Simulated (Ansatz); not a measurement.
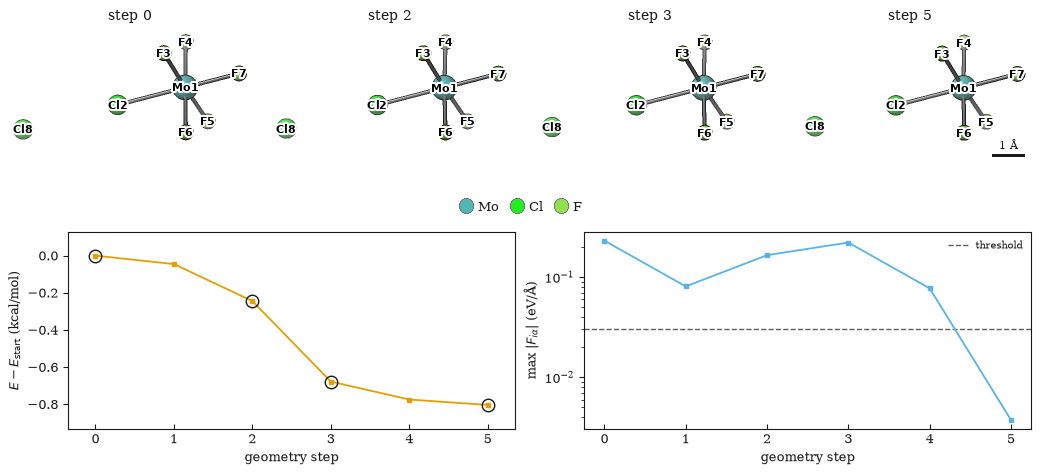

Frames of a relaxation of MoCl₂F₅ (multiplicity 2), marked on the history of the run. The picture is a ball-and-stick view, seen from a free direction.

The run prepares an end point of a later path (reaction) calculation, from a guessed geometry.

Method: UKS PBE/def2-SVP (Ansatz). Set-up: collinear spin; force threshold 0.03 eV/Å; at most 50 steps.

What happens along the run?

Answer. Over 5 geometry steps the energy falls by 0.80 kcal/mol. The largest force component goes from 0.23 to 0.0038 eV/Å. The largest move after the best rigid fit is that of Cl8, 0.40 Å. Largest moves by element: Cl 0.40 Å, Mo 0.06 Å, F 0.06 Å. Among the contacts that change: Cl2–Cl8 3.237 → 2.771 Å. From step 0 to 2: Cl8 moves most (0.11 Å), energy −0.24 kcal/mol. From step 2 to 3: Cl8 moves most (0.20 Å), energy −0.43 kcal/mol. From step 3 to 5: Cl8 moves most (0.10 Å), energy −0.13 kcal/mol.

```json
{"step": "0", "E − E(0), kcal/mol": "0.00", "largest force component, eV/Å": "0.2303"}
{"step": "1", "E − E(0), kcal/mol": "-0.05", "largest force component, eV/Å": "0.0807"}
{"step": "2", "E − E(0), kcal/mol": "-0.24", "largest force component, eV/Å": "0.1651"}
{"step": "3", "E − E(0), kcal/mol": "-0.68", "largest force component, eV/Å": "0.2209"}
{"step": "4", "E − E(0), kcal/mol": "-0.77", "largest force component, eV/Å": "0.0772"}
{"step": "5", "E − E(0), kcal/mol": "-0.80", "largest force component, eV/Å": "0.0038"}
```

Limits of the set-up: the start holds two separate molecules, 3.2 Å apart at their closest, whose relative position is a soft coordinate and is computed without a dispersion correction.
